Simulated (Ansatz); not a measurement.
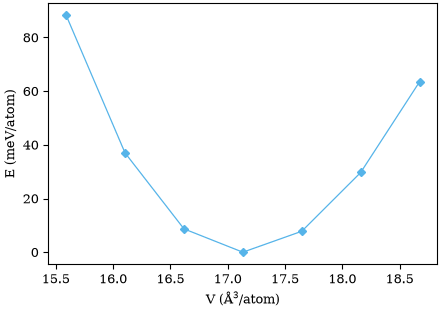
Figure: GeW (rock salt, space group No. 225) under volume change, the program Ansatz at the PBE level (PAW), scaled uniformly.

Question: What does a third-order Birch–Murnaghan fit give for V₀, B₀ and B′?

Answer: V₀ = 17.13 Å³/atom, B₀ = 171 GPa, B′ = 4.5.

Space group Fm-3m (rock salt). A made-up cell: these elements were put on the sites of a structure type; neither database checked (COD, Materials Project) lists it. Whether it is the stable phase at ambient conditions was not checked. The cell was relaxed with PBE under the symmetry of its start; its stability against distortions is not shown here. No spin polarisation was allowed. Spin–orbit coupling is left out wherever it is not named.

Potentials: the later of the program's two PAW sets.
